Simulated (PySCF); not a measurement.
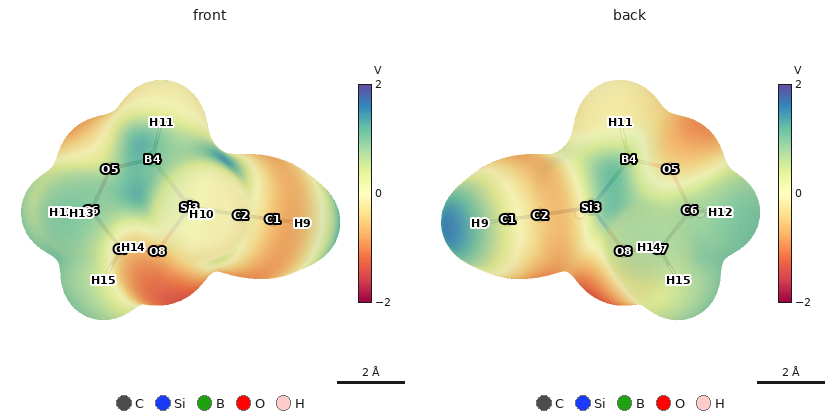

Figure. C₄H₇BO₂Si. The electrostatic potential painted on the density surface at 0.002 e/bohr³, seen from the front and from behind; red is negative and blue positive.

Geometry: GFN2-xTB.

All numbers below come from PySCF 2.14.0, PBE0/def2-SVPD, SCF density, gas phase.

The calculation's input:

```
{"job": {"kind": "uv", "xc": "PBE0", "basis": "def2-SVPD", "nstates": 8, "ntriplets": 3}, "charge": 0, "multiplicity": 1}
C      3.578550     0.175729    -0.060783
C      2.468220     0.001632     0.367698
Si     0.730471    -0.213427     1.011501
B     -0.373844     1.403148     0.778266
O     -1.514672     1.274845     0.102438
C     -2.017427     0.043743    -0.375261
C     -0.939614    -0.877835    -0.947403
O     -0.045814    -1.303934     0.029014
H      4.554924     0.315854    -0.429040
H      0.804526    -1.013644     2.238187
H     -0.150768     2.516154     1.085540
H     -2.753733     0.277253    -1.151014
H     -2.519976    -0.473972     0.450289
H     -0.405195    -0.351650    -1.749733
H     -1.420061    -1.765909    -1.371612
```

Command:

```sh
OMP_NUM_THREADS=1 python probes_run.py task.json out
```

Where is the surface potential most negative and most positive?

The most negative region (about −1.3 V, or −30 kcal/mol for a unit charge) lies over O8, the most positive (about +1.6 V, or +37 kcal/mol for a unit charge) over H9. O8 is the likeliest acceptor of a hydrogen bond.
